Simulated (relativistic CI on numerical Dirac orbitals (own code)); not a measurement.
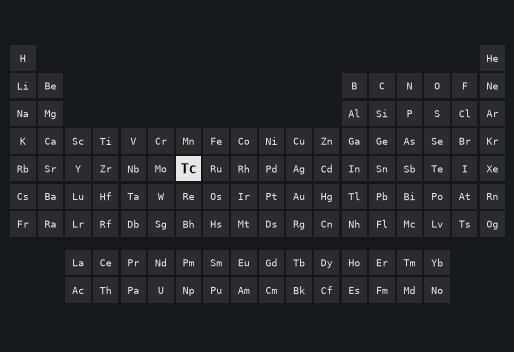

Figure 1. The place of technetium in the periodic table.

# Run report: Tc⁺, relativistic CI calculation

Tc⁺. Level asked for: Dirac-Coulomb-Breit CI, KLI orbitals optimised for each configuration, model QED (radiative potential, 1s self-energy scaled to tabulated hydrogen-like ionisation energies), numerical settings as typed (relativistic CI on numerical Dirac orbitals, in-house).

Input:
```
atom Tc  Z=43  charge=1  electrons=42
nucleus A=97  rms_radius_fm=4.4112
hamiltonian dirac-coulomb  breit=on  qed=on  c_scale=0.2
orbitals kli  potential=per-configuration
slater_scale 1
correlation none
mixing on
grid step=0.0125 r_max=100.6
scf mixing=0.4 start=green max_iterations=52 tolerance=2e-08 node_fill=0.05
configurations
  [Kr] 4d5 5s
  [Kr] 4d6
end
```

The run was one of a batch that the task file lists, launched with:
```bash
python <driver script> task.json out
```

The program writes its results to a structured record and prints no log; tables and figures of this report are taken from that record.

Outcome:

- outcome: not converged
- hardware: 1 CPU thread, shared host

Diagnosis:

This input holds a deliberate fault: speed of light. The run did not meet its convergence test, so its last values are not results. To bear in mind: SCF of 1s2 2s2 2p6 3s2 3p6 3d10 4s2 4p6 4d5 5s stopped: an orbital could not be found.
